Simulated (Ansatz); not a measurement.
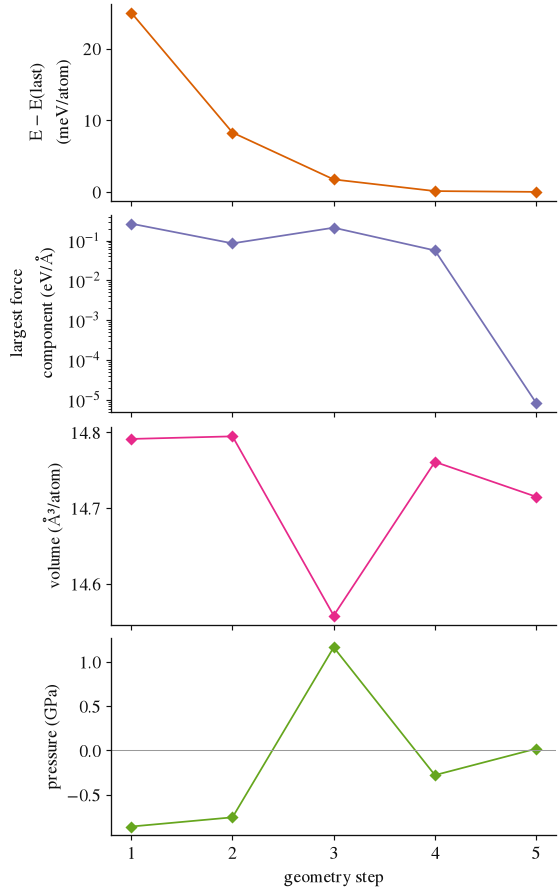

History of a geometry optimisation. Atoms and cell relax. A closing SCF on a freshly chosen basis isn't drawn.

```
crystal:
  lattice:
    - [0.0, 3.947926, 0.0]
    - [3.947926, 0.0, 0.0]
    - [1.973963, 1.973963, -4.744999]
  atoms:
    - { symbol: P, position: [0.376, 0.376, 0.248] }
    - { symbol: P, position: [0.624, 0.624, 0.752] }
    - { symbol: Hg, position: [0.0, 0.0, 0.0] }
    - { symbol: Ni, position: [0.75, 0.25, 0.5] }
    - { symbol: Ni, position: [0.25, 0.75, 0.5] }
  symmetry: { tolerance: 0.0003 }
kpoints:
  mp_grid: { grid: [5, 5, 5], shift: [0, 0, 0] }
magnetization:
  spin_polarized: false
scf:
  occupations: { method: fermi_dirac }
  initial_density: { chi_scale: 0.1 }
  n_extra_bands: 32
hamiltonian:
  pseudopotentials: { kind: paw }
  xc: pbe
basis:
  ecutwfc: 420
output:
  forces: true
  stress: true
  eigenvalues: true
  write_density: true
  write_potential: true
  elf: true
  volumetric_format: npy
relax:
  max_steps: 40
  cell: {}
```

Launched with:
```bash
ansatz run input.yaml --threads 1 --pin off --max-ram 2560MiB --backend cpu --events-out ev --progress --plain --runs-dir out
```

Question: How did it end, and what did it gain?

Answer: The optimisation met its thresholds at geometry 5, counting the start as the first. The energy fell by about 25 meV/atom from the first step to the last. The largest force component goes from about 0.27 eV/Å at the start to 8 × 10⁻⁶ eV/Å at the end.

Question: What happens to the cell?

Answer: The volume shrinks from 14.79 to 14.71 Å³ per atom (−0.5 %), overshooting to 14.56 at step 3, as the pressure goes from −0.86 GPa to about 0 GPa. The start was expanded.
